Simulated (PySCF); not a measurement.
SMILES P (H3P), singlet at its CAM-B3LYP/def2-SVP optimised geometry (Å):

```
4

P     -0.6706    -0.7112     0.0000
H     -0.7544    -0.8002     1.4197
H      0.7544    -0.7112     0.0000
H     -0.7544     0.7112     0.0000
```

Computed with CAM-B3LYP/def2-TZVP (PySCF).

Map of the log10 of the electron density (e/bohr³), floored at −4 on the plane z = 1.0 Å:

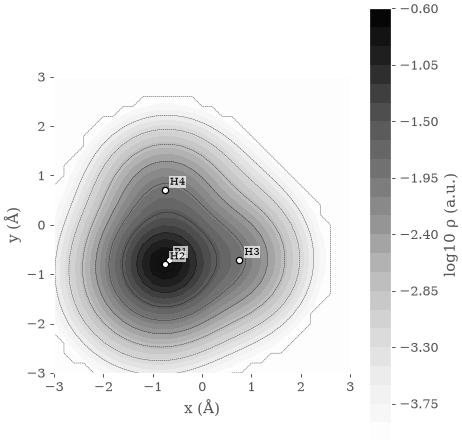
Figure: Log10 of the electron density (e/bohr³), floored at −4 on the plane z = 1.0 Å.
